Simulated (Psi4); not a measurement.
**CCSD/6-31G(d) (spherical functions, sweep point 4) run of C2H4Si (ethynylsilane)**

What is the vertical singlet–triplet gap of C2H4Si (ethynylsilane) at CCSD/6-31G* (spherical functions, sweep point 4)? 

Program for the calculation: Psi4 1.11.

### Step 1. The structure to begin with

C2H4Si: 7 atoms, total charge 0, spin state singlet. As SMILES, `C#C[SiH3]`. The coordinates come from a PBE0-D4/def2-TZVP relaxation.

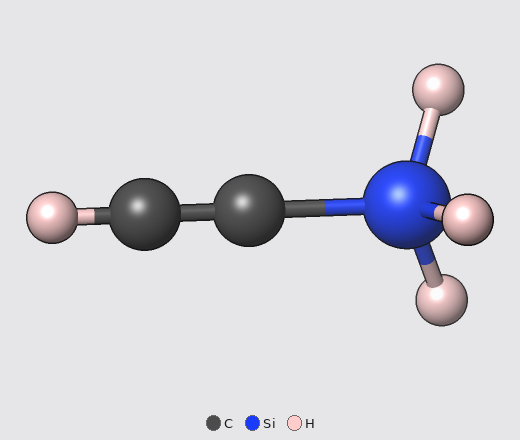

The structure, seen from a chosen angle (carbon dark grey, silicon blue, hydrogen pink).

### Step 2. The energy at CCSD/6-31G(d) (spherical functions, sweep point 4)

File calc.dat:

```
memory 1600 mb

molecule system {
  0 1
  C     -0.580700    -1.871400     0.172200
  C     -0.218500    -0.726500     0.062400
  Si     0.329800     1.004300    -0.103800
  H     -0.901000    -2.883500     0.269300
  H     -0.094500     1.528300    -1.425000
  H     -0.281700     1.818100     0.974900
  H      1.807900     1.062900     0.004400
  units angstrom
  symmetry c1
}

set {
  basis 6-31G*
  puream true
  scf_type pk
  num_frozen_docc 7
}

energy_value = energy("ccsd")
```

Run with:

```bash
$ psi4 -n 1 calc.dat calc.out
```

calc.out:

```text
[...]
  Running in c1 symmetry.
[...]
  Nuclear repulsion =   83.047890735857266
[...]
  Multiplicity = 1
[...]
  Nalpha       = 15
  Nbeta        = 15
[...]
    Number of basis functions: 54
[...]
   @RHF iter   1:  -366.86240788898510   -9.89578e-01   4.58473e-03 DIIS/ADIIS
[...]
   @RHF iter  10:  -366.91326923369127   -1.59162e-12   3.31815e-09 DIIS
[...]
    Orbital Energies [Eh]
    ---------------------
    Doubly Occupied:
       1A    -68.774733     2A    -11.243508     3A    -11.218304
       4A     -6.136977     5A     -4.242697     6A     -4.242457
       7A     -4.242457     8A     -1.021054     9A     -0.778448
      10A     -0.709155    11A     -0.552631    12A     -0.497782
      13A     -0.497760    14A     -0.396786    15A     -0.396784
[...]
  @RHF Final Energy:  -366.91326923369127
   => Energetics <=
    Nuclear Repulsion Energy =             83.0478907358572656
    One-Electron Energy =                -670.0192568739424814
    Two-Electron Energy =                 220.0580969043938637
    Total Energy =                       -366.9132692336912669
[...]
 Multipole Moments:
 ------------------------------------------------------------------------------------
     Multipole            Electronic (a.u.)      Nuclear  (a.u.)        Total (a.u.)
 ------------------------------------------------------------------------------------
 L = 1.  Multiply by 2.5417464519 to convert [e a0] to [Debye]
 Dipole X            :         -0.5600444            0.4931733           -0.0668711
 Dipole Y            :         -1.7678147            1.5559807           -0.2118340
 Dipole Z            :          0.1701007           -0.1496803            0.0204204
 Magnitude           :                                                    0.2230749
[...]
      * MP2 total energy                      = -367.234474915030660
[...]
      * CCSD total energy                     = -367.265387999184384
[...]
```

Wall time 2.5 s (1 thread of Intel Xeon 6975P-C (Granite Rapids), shared host); peak memory 0.24 GiB.

### Step 3. The triplet, same level

File c2h4si.in:

```
memory 1.6 GB

molecule {
  0 3
  C     -0.580700    -1.871400     0.172200
  C     -0.218500    -0.726500     0.062400
  Si     0.329800     1.004300    -0.103800
  H     -0.901000    -2.883500     0.269300
  H     -0.094500     1.528300    -1.425000
  H     -0.281700     1.818100     0.974900
  H      1.807900     1.062900     0.004400
  units angstrom
  symmetry c1
}

set globals {
  basis           6-31G*
  reference       uhf
  puream          true
  scf_type        pk
  num_frozen_docc 7
  maxiter         150
}

e, wfn = energy("ccsd", return_wfn=True)
```

Run with:

```bash
$ psi4 c2h4si.in c2h4si.out -n 1
```

c2h4si.out:

```text
[...]
  Running in c1 symmetry.
[...]
  Nuclear repulsion =   83.047890735857266
[...]
  Multiplicity = 3
[...]
  Nalpha       = 16
  Nbeta        = 14
[...]
    Number of basis functions: 54
[...]
   @UHF iter   1:  -366.56392126017323   -6.91092e-01   6.34663e-03 ADIIS/DIIS
[...]
   @UHF iter  91:  -366.74753386691759   -1.31138e-10   6.04421e-09 DIIS
[...]
   @S^2 Observed:                2.018606925E+00
[...]
    Orbital Energies [Eh]
    ---------------------
    Alpha Occupied:
       1A    -68.767852     2A    -11.253761     3A    -11.241238
       4A     -6.128056     5A     -4.234213     6A     -4.233878
       7A     -4.233311     8A     -1.099529     9A     -0.802518
      10A     -0.719328    11A     -0.573210    12A     -0.569090
      13A     -0.496939    14A     -0.482219    15A     -0.430434
      16A     -0.218196
    Alpha Virtual:
      17A      0.138905    18A      0.158561    19A      0.208046
      20A      0.240214    21A      0.253144    22A      0.276940
      23A      0.332178    24A      0.400011    25A      0.408872
[...]
  @UHF Final Energy:  -366.74753386691759
   => Energetics <=
    Nuclear Repulsion Energy =             83.0478907358572656
    One-Electron Energy =                -669.7119796090090631
    Two-Electron Energy =                 219.9165550062341481
    Total Energy =                       -366.7475338669175926
  UHF NO Occupations:
  HONO-2 :   14  A 1.9950919
  HONO-1 :   15  A 1.0000000
[...]
 Multipole Moments:
 ------------------------------------------------------------------------------------
     Multipole            Electronic (a.u.)      Nuclear  (a.u.)        Total (a.u.)
 ------------------------------------------------------------------------------------
 L = 1.  Multiply by 2.5417464519 to convert [e a0] to [Debye]
 Dipole X            :         -0.6171106            0.4931733           -0.1239373
 Dipole Y            :         -1.9589265            1.5559807           -0.4029459
 Dipole Z            :          0.1984485           -0.1496803            0.0487681
 Magnitude           :                                                    0.4243868
[...]
      * MP2 total energy                      = -367.013581221051538
[...]
      * CCSD total energy                     = -367.062642338841101
[...]
```

It took 6 s on 1 thread of Intel Xeon 6975P-C (Granite Rapids), shared host; peak memory 0.25 GiB.

### Step 4. What came out

At CCSD/6-31G* (spherical functions, sweep point 4), 7 core orbitals frozen:

```
                                                           quantity          value
                                              singlet: total energy  -367.26539 Eh
                       singlet: HOMO energy (Hartree–Fock orbitals)      -10.80 eV
                       singlet: LUMO energy (Hartree–Fock orbitals)        4.06 eV
                     singlet: HOMO–LUMO gap (Hartree–Fock orbitals)       14.86 eV
               singlet: correlation energy (7 core orbitals frozen)     -352.1 mEh
                                             singlet: T1 diagnostic          0.014
                                              triplet: total energy  -367.06264 Eh
triplet: HOMO energy (Hartree–Fock orbitals) (highest over α and β)       -5.94 eV
 triplet: LUMO energy (Hartree–Fock orbitals) (lowest over α and β)        0.72 eV
               triplet: correlation energy (7 core orbitals frozen)     -315.1 mEh
                         triplet: ⟨S²⟩ of the reference determinant          2.019
                                             triplet: T1 diagnostic          0.024
                   vertical energy of the triplet above the singlet       5.517 eV
```

In words: At this shape the triplet lies 5.52 eV (532 kJ/mol) above the singlet.
